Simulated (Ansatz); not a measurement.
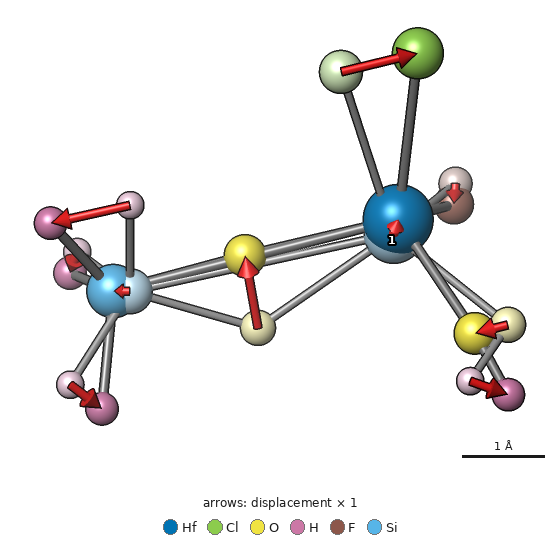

A relaxation of HfSiH$_{4}$O$_{2}$ClF. The starting structure is drawn faded, the final one solid; red arrows show the displacements, at their true length. The two geometries are superimposed by the best rigid fit.

A ball-and-stick model, seen at a tilt.

The run prepares the start of a later molecular dynamics calculation, from a guessed geometry.

These are results of RKS PBE/def2-SVP in Ansatz 0.2.0, not measurements.

Input file:
```yaml
crystal:
  periodic: [false, false, false]
  atoms:
    - { symbol: Hf, position_ang: [0.0, 0.0, 0.0] }
    - { symbol: Cl, position_ang: [0.0, 0.0, 2.52] }
    - { symbol: O, position_ang: [1.952, 0.0, -0.6893] }
    - { symbol: H, position_ang: [2.2684, -0.9521, -0.806] }
    - { symbol: F, position_ang: [-0.9326, 1.6157, -0.6593] }
    - { symbol: O, position_ang: [-0.975, -1.6891, -0.6893] }
    - { symbol: Si, position_ang: [-1.8567, -2.7511, 0.2684] }
    - { symbol: H, position_ang: [-1.4471, -2.6052, 1.6622] }
    - { symbol: H, position_ang: [-3.2801, -2.4505, 0.1462] }
    - { symbol: H, position_ang: [-1.6101, -4.1218, -0.1696] }
basis:
  gaussian: { orbitals: def2-SVP }
hamiltonian:
  xc: pbe
relax:
  f_tol: 0.02
  max_steps: 40
output:
  orbitals: {}
```

Launched with:
```bash
ansatz run input.yaml --threads 4 --pin off --max-ram 5120MiB --backend cpu --events-out ev --progress --plain --runs-dir out
```

Question: What happened in the run?

Answer: The atom that moves furthest after the best rigid fit is H8 (1.01 Å). By element the largest moves are H 1.01 Å, O 0.98 Å, Cl 0.98 Å, F 0.26 Å, Hf 0.23 Å, Si 0.20 Å. Some distances before and after: Hf1–Si7 3.330 → 3.625 Å, Hf1–O3 2.070 → 1.917 Å, Hf1–Cl2 2.520 → 2.379 Å, Hf1–O6 2.069 → 1.945 Å. Among the angles between lasting bonds that change: Hf1–O3–H4 109.5° → 175.1°, Hf1–O6–Si7 125.0° → 177.3°. The energy falls by 88.3 kJ/mol in 10 accepted moves (11 points after the start). The largest force component goes from 2.2 to 0.0085 eV/Å. The line search rejected the trial step at point 7 of the run.
